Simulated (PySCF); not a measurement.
**[CH2]+: one geometry, many levels of theory**

Aim: at the PBE0 minimum of doublet [CH2]+, found before, compare methods on energies and levels.

Program: PySCF 2.14.0. Level of theory: several methods, basis C def2-TZVP, H def2-TZVP, no relativity, density fitting. These are calculated values, not measurements.

## Step 1: Where the work starts

3 atoms, charge 1, spin multiplicity 2.

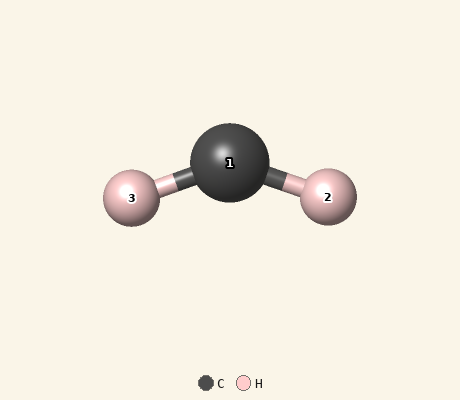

The starting geometry (carbon dark grey, hydrogen pink); atoms are numbered from 1 in the order of the file.

Z-matrix (Å, degrees; charge 1 multiplicity 2):
```
C
H  1 1.0984
H  1 1.0984 2 141.12
```

## Step 2: CCSD(T)

One driver script runs all steps and calls PySCF; scf.py shows the equivalent input of each level. Each SCF starts from the density of the minimum. The driver also runs the species with one electron less or more at the same geometry (one less: multiplicity 1, one more: multiplicity 3); their logs are not shown.

File scf.py:

```python
from pyscf import gto, scf, dft
mol = gto.M(atom='''
C      0.050652     0.014098    -0.000000
H     -0.301554    -0.083931     1.035809
H     -0.301554    -0.083931    -1.035809''',
    basis={'C': 'def2-TZVP', 'H': 'def2-TZVP'},
    charge=1, spin=1)
mf = scf.UHF(mol)
aux = {'C': 'def2-universal-JKFIT', 'H': 'def2-universal-JKFIT'}
mf = mf.density_fit(auxbasis=aux)
mf.conv_tol = 1e-08
mf.diis_space = 10
mf.max_cycle = 60
mf.verbose = 4
mf.kernel()
from pyscf import cc
mycc = cc.CCSD(mf, frozen=1).run()
mycc.ccsd_t()
```

On the command line:

```sh
OMP_NUM_THREADS=4 python axn.py task.json out
```

The program printed:

```text
init E= -38.5781803925108
[... the frontier-level lines of each cycle are left out ...]
cycle= 1 E= -38.5812702665596  delta_E= -0.00309  |g|= 0.016  |ddm|= 0.0514
cycle= 2 E= -38.5814388321077  delta_E= -0.000169  |g|= 0.00525  |ddm|= 0.0124
cycle= 3 E= -38.5814726185557  delta_E= -3.38e-05  |g|= 0.00201  |ddm|= 0.00578
cycle= 4 E= -38.5814793313771  delta_E= -6.71e-06  |g|= 0.000651  |ddm|= 0.00287
cycle= 5 E= -38.5814800385243  delta_E= -7.07e-07  |g|= 0.000155  |ddm|= 0.00104
cycle= 6 E= -38.5814800733356  delta_E= -3.48e-08  |g|= 4.31e-05  |ddm|= 0.000219
cycle= 7 E= -38.5814800766021  delta_E= -3.27e-09  |g|= 1.44e-05  |ddm|= 7.34e-05
Extra cycle  E= -38.5814800768639  delta_E= -2.62e-10  |g|= 8.57e-06  |ddm|= 1.3e-05
converged SCF energy = -38.5814800768639  <S^2> = 0.75598147  2S+1 = 2.0059725
CCSD nocc = (np.int64(3), np.int64(2)), nmo = (42, 42)
Init t2, MP2 energy = -0.0905309809109969
UCCSD converged
E(UCCSD) = -38.69292801089818  E_corr = -0.1114479340343262
UCCSD(T) correction = -0.00204503099940102
```

This level, with the species of one electron less or more, needed 6.3 s of wall time on 4 threads of Intel Xeon Platinum 8488C (Sapphire Rapids), shared host.

| Quantity | Value |
| --- | --- |
| energy | -38.694973 Eh |
| one electron less (charge +2) | -37.881491 Eh (singlet, ⟨S²⟩ 0.00) |
| one electron more (charge +0) | -39.072558 Eh (triplet, ⟨S²⟩ 2.02) |
| MP2 correlation in its own fitting basis (same spin, opposite spin) | -0.09070 Eh (-0.01234, -0.07836) |
| CCSD, (T) | -0.11145, -0.00205 Eh; T1 0.009, D1 0.021 |

## Step 3: HF

scf.py: that of step 2 with these lines changed.

```diff
@@ -16,3 +15,0 @@
-from pyscf import cc
-mycc = cc.CCSD(mf, frozen=1).run()
-mycc.ccsd_t()
```

The SCF cycles repeat those of step 2.

This level, with the species of one electron less or more, took under 0.5 s.

```
energy                        : -38.581480 Eh
one electron less (charge +2) : -37.784522 Eh (singlet, ⟨S²⟩ 0.00)
one electron more (charge +0) : -38.935881 Eh (triplet, ⟨S²⟩ 2.02)
Mulliken charge of C1         : +0.35 e
```

## Step 4: PBE0

scf.py: that of step 3 with these lines changed.

```diff
@@ -8 +8,2 @@
-mf = scf.UHF(mol)
+mf = dft.UKS(mol, xc='PBE0')
+mf.grids.atom_grid = (75, 302)
```

The program printed:

```text
init E= -38.7295770079798
[... the frontier-level lines of each cycle are left out ...]
cycle= 1 E= -38.7295770079814  delta_E= -1.68e-12  |g|= 4.37e-07  |ddm|= 1.69e-06
Extra cycle  E= -38.7295770079828  delta_E= -1.31e-12  |g|= 3.7e-07  |ddm|= 1.43e-06
converged SCF energy = -38.7295770079828  <S^2> = 0.75266026  2S+1 = 2.0026585
```

This level, with the species of one electron less or more, took 0.6 s.

| Item | Value |
| --- | --- |
| energy | -38.729577 Eh |
| one electron less (charge +2) | -37.903409 Eh (singlet, ⟨S²⟩ 0.00) |
| one electron more (charge +0) | -39.114455 Eh (triplet, ⟨S²⟩ 2.01) |
| Mulliken charge of C1 | +0.36 e |

## Step 5: PBE

scf.py: that of step 4 with these lines changed.

```diff
@@ -8 +8 @@
-mf = dft.UKS(mol, xc='PBE0')
+mf = dft.UKS(mol, xc='PBE')
```

The program printed:

```text
init E= -38.7172859068127
[... the frontier-level lines of each cycle are left out ...]
cycle= 1 E= -38.7177264003923  delta_E= -0.00044  |g|= 0.00169  |ddm|= 0.0317
cycle= 2 E= -38.7177274728811  delta_E= -1.07e-06  |g|= 0.000699  |ddm|= 0.00151
cycle= 3 E= -38.7177277101029  delta_E= -2.37e-07  |g|= 0.000276  |ddm|= 0.000678
cycle= 4 E= -38.7177277527652  delta_E= -4.27e-08  |g|= 2.66e-05  |ddm|= 0.000217
cycle= 5 E= -38.7177277533241  delta_E= -5.59e-10  |g|= 6.75e-06  |ddm|= 2.65e-05
Extra cycle  E= -38.7177277533539  delta_E= -2.98e-11  |g|= 3.36e-06  |ddm|= 7.53e-06
converged SCF energy = -38.7177277533539  <S^2> = 0.75218174  2S+1 = 2.0021806
```

This level, with the species of one electron less or more, took 1.1 s.

| Item | Value |
| --- | --- |
| energy | -38.717728 Eh |
| one electron less (charge +2) | -37.891079 Eh (singlet, ⟨S²⟩ 0.00) |
| one electron more (charge +0) | -39.104108 Eh (triplet, ⟨S²⟩ 2.01) |
| Mulliken charge of C1 | +0.37 e |

## Step 6: B3LYP

scf.py: that of step 5 with these lines changed.

```diff
@@ -8 +8 @@
-mf = dft.UKS(mol, xc='PBE')
+mf = dft.UKS(mol, xc='B3LYP')
```

The program printed:

```text
init E= -38.7860806170373
[... the frontier-level lines of each cycle are left out ...]
cycle= 1 E= -38.7864224467836  delta_E= -0.000342  |g|= 0.00344  |ddm|= 0.0352
cycle= 2 E= -38.7864268363416  delta_E= -4.39e-06  |g|= 0.00191  |ddm|= 0.0039
cycle= 3 E= -38.786428736909  delta_E= -1.9e-06  |g|= 0.000202  |ddm|= 0.00147
cycle= 4 E= -38.7864287667722  delta_E= -2.99e-08  |g|= 3.23e-05  |ddm|= 0.000199
cycle= 5 E= -38.7864287676876  delta_E= -9.15e-10  |g|= 8.01e-06  |ddm|= 3.27e-05
Extra cycle  E= -38.7864287677507  delta_E= -6.31e-11  |g|= 3.12e-06  |ddm|= 8.2e-06
converged SCF energy = -38.7864287677507  <S^2> = 0.75215822  2S+1 = 2.0021571
```

This level, with the species of one electron less or more, needed 1.3 s of wall time on 4 threads of Intel Xeon Platinum 8488C (Sapphire Rapids), shared host.

```
energy                        : -38.786429 Eh
one electron less (charge +2) : -37.959728 Eh (singlet, ⟨S²⟩ 0.00)
one electron more (charge +0) : -39.168169 Eh (triplet, ⟨S²⟩ 2.01)
Mulliken charge of C1         : +0.37 e
```

## Step 7: r2SCAN

scf.py: that of step 6 with these lines changed.

```diff
@@ -8,2 +8,2 @@
-mf = dft.UKS(mol, xc='B3LYP')
-mf.grids.atom_grid = (75, 302)
+mf = dft.UKS(mol, xc='R2SCAN')
+mf.grids.atom_grid = (90, 434)
```

The program printed:

```text
init E= -38.7546624916984
[... the frontier-level lines of each cycle are left out ...]
cycle= 1 E= -38.7549640292264  delta_E= -0.000302  |g|= 0.00374  |ddm|= 0.0307
cycle= 2 E= -38.7549715942202  delta_E= -7.56e-06  |g|= 0.002  |ddm|= 0.00481
cycle= 3 E= -38.7549738166477  delta_E= -2.22e-06  |g|= 0.000471  |ddm|= 0.0017
cycle= 4 E= -38.7549739873291  delta_E= -1.71e-07  |g|= 7.95e-05  |ddm|= 0.000496
cycle= 5 E= -38.7549739940994  delta_E= -6.77e-09  |g|= 2.38e-05  |ddm|= 0.000105
Extra cycle  E= -38.7549739945718  delta_E= -4.72e-10  |g|= 9.62e-06  |ddm|= 2.83e-05
converged SCF energy = -38.7549739945718  <S^2> = 0.75402417  2S+1 = 2.0040201
```

This level, with the species of one electron less or more, took 3.1 s.

* energy: -38.754974 Eh
* one electron less (charge +2): -37.922229 Eh (singlet, ⟨S²⟩ 0.00)
* one electron more (charge +0): -39.144376 Eh (triplet, ⟨S²⟩ 2.01)
* Mulliken charge of C1: +0.37 e

## Step 8: wB97X

scf.py: that of step 7 with these lines changed.

```diff
@@ -8,2 +8,2 @@
-mf = dft.UKS(mol, xc='R2SCAN')
-mf.grids.atom_grid = (90, 434)
+mf = dft.UKS(mol, xc='WB97X')
+mf.grids.atom_grid = (75, 302)
```

The program printed:

```text
init E= -38.7715521191975
[... the frontier-level lines of each cycle are left out ...]
cycle= 1 E= -38.7719846530198  delta_E= -0.000433  |g|= 0.00439  |ddm|= 0.0293
cycle= 2 E= -38.771999017213  delta_E= -1.44e-05  |g|= 0.00108  |ddm|= 0.00462
cycle= 3 E= -38.77200025924  delta_E= -1.24e-06  |g|= 0.00025  |ddm|= 0.00177
cycle= 4 E= -38.7720003261649  delta_E= -6.69e-08  |g|= 8.48e-05  |ddm|= 0.000374
cycle= 5 E= -38.7720003346485  delta_E= -8.48e-09  |g|= 2.5e-05  |ddm|= 0.000112
Extra cycle  E= -38.7720003354679  delta_E= -8.19e-10  |g|= 1.18e-05  |ddm|= 2.78e-05
converged SCF energy = -38.7720003354679  <S^2> = 0.7523149  2S+1 = 2.0023136
```

This level, with the species of one electron less or more, took 1.4 s.

- energy: -38.772000 Eh
- one electron less (charge +2): -37.954102 Eh (singlet, ⟨S²⟩ 0.00)
- one electron more (charge +0): -39.149705 Eh (triplet, ⟨S²⟩ 2.01)
- Mulliken charge of C1: +0.35 e

The dipole of an ion depends on the origin, here the centre of mass.

## Step 9: All levels side by side

| level | vertical ionisation energy (eV) | vertical electron affinity (eV) | −ε(HOMO) (eV) | gap (eV) | dipole (D) | wall time |
| --- | --- | --- | --- | --- | --- | --- |
| CCSD(T) | 22.14 | 10.27 | – | – | – | 6.3 s |
| HF | 21.69 | 9.64 | 22.99 | 14.57 | 0.68 | under 0.5 s |
| PBE0 | 22.48 | 10.47 | 18.44 | 4.73 | 0.71 | 0.6 s |
| PBE | 22.49 | 10.51 | 16.73 | 1.39 | 0.71 | 1.1 s |
| B3LYP | 22.50 | 10.39 | 18.08 | 4.09 | 0.71 | 1.3 s |
| r2SCAN | 22.66 | 10.60 | 17.29 | 2.54 | 0.68 | 3.1 s |
| wB97X | 22.26 | 10.28 | 20.86 | 10.01 | 0.72 | 1.4 s |

Times are for 4 threads of Intel Xeon Platinum 8488C (Sapphire Rapids), shared host; PBE0 starts from its own converged density, so its time is not comparable. A dash stands where a species or a free atom was not run at that level, or the quantity is not defined.

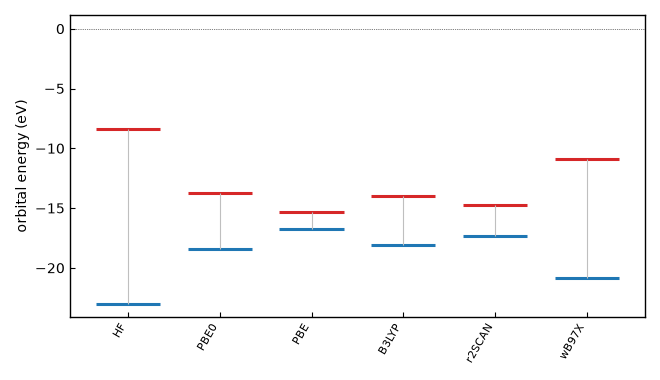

Highest occupied (blue) and lowest empty (red) levels by method.

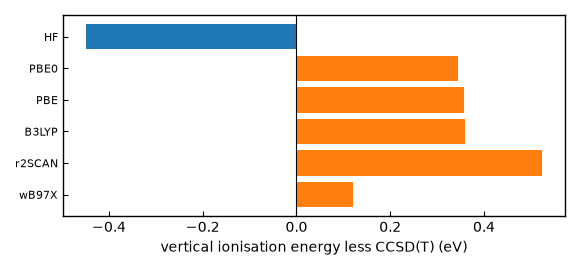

Deviation of the vertical ionisation energy from CCSD(T).

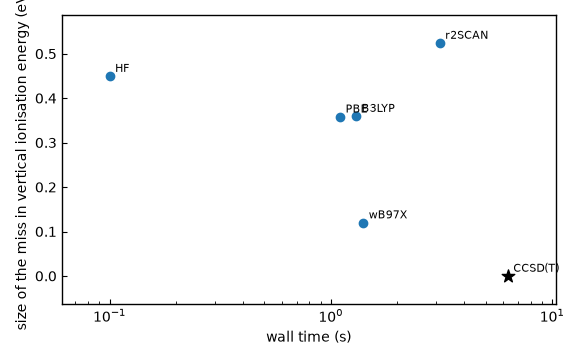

Cost against accuracy: time of each level and its distance from CCSD(T) in the vertical ionisation energy.

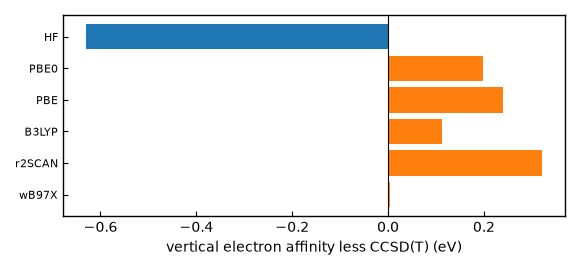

Deviation of the vertical electron affinity from CCSD(T).

## Step 10: What came out

```
                                    quantity                        value
         vertical ionisation energy, CCSD(T)                     22.14 eV
         vertical electron affinity, CCSD(T)                     10.27 eV
                          orbital gap, range  1.39 (PBE) to 14.57 (HF) eV
                                      T1, D1                 0.009, 0.021
T1, D1 of the species with one electron less                 0.007, 0.014
T1, D1 of the species with one electron more                 0.012, 0.032
```

Against CCSD(T), the vertical ionisation energy is best met by wB97X (+0.12 eV) and worst by r2SCAN (+0.52 eV). wB97X costs 1.4 s against 6.3 s for CCSD(T), a factor of about 4, and lands within 0.12 eV. Against CCSD(T), the vertical electron affinity is best met by wB97X (+0.00 eV) and worst by HF (-0.63 eV). PBE's −ε(HOMO), 16.7 eV, falls 5.4 eV short of the ionisation energy, while its energy difference gives 22.5 eV.
